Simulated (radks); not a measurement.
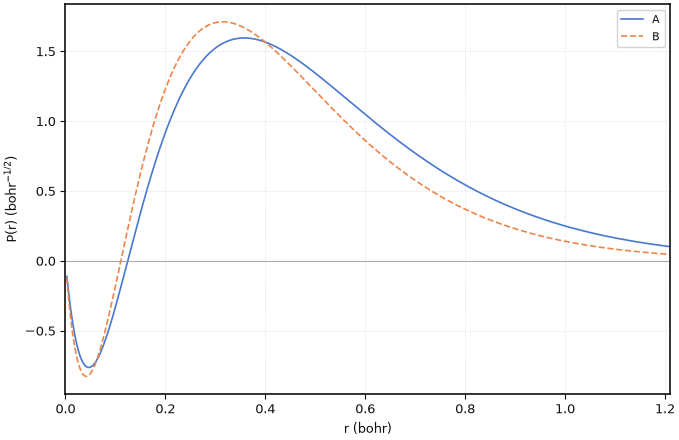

Two nuclei with the same 9 electrons, [He] 2s2 2p5, were computed: Cl⁸⁺; K¹⁰⁺. The calculation used the in-house radial solver radks at this level: non-relativistic Kohn-Sham, LDA (Slater exchange, Perdew-Wang correlation), spin-unpolarised, spherical densities, point nucleus.

The plot shows P(r) = r R(r) of the 2s orbital in both runs.

### Assign A and B.

A is Cl⁸⁺ (⟨r⟩ = 0.432 bohr, eigenvalue −431.7 eV); B is K¹⁰⁺ (⟨r⟩ = 0.378 bohr, eigenvalue −601.1 eV). The larger nuclear charge pulls the orbital in.
